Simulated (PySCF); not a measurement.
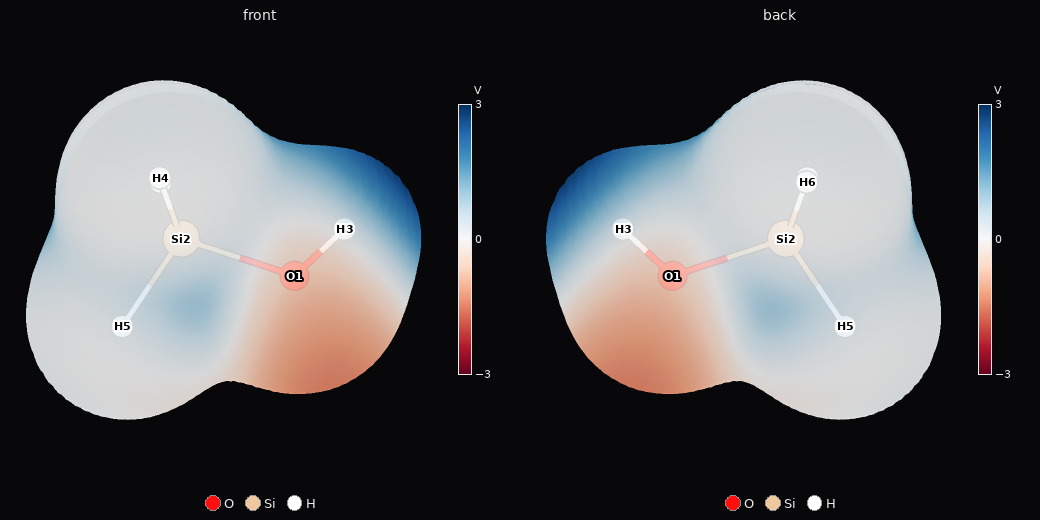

*H$_{4}$OSi. The molecular electrostatic potential painted on the density surface at 0.002 e/bohr³, seen from the front and from behind; red is negative and blue positive.*

Geometry: PBE0-D3(BJ)/ma-def2-SVP.

These are results of DFT single point, gas phase, functional M06-2X (PySCF 2.14.0, density-fitted response routines), not measurements.

```yaml
atoms:
  - { symbol: O, position_ang: [1.1434, -0.4986, -0.3541] }
  - { symbol: Si, position_ang: [-0.4070, 0.0330, -0.0101] }
  - { symbol: H, position_ang: [1.8848, -0.0681, 0.0787] }
  - { symbol: H, position_ang: [-0.7219, -0.1273, 1.4429] }
  - { symbol: H, position_ang: [-1.3152, -0.8111, -0.8299] }
  - { symbol: H, position_ang: [-0.5759, 1.4748, -0.3692] }
```

Question: Describe the electrostatic potential map.

Answer: The most negative region (about −1.4 V) lies over O1, the most positive (about +2.7 V) over H3. O1 is the likeliest acceptor of a hydrogen bond.

Question: How polar is the molecule by this calculation?

Answer: Its dipole moment is 1.39 D.
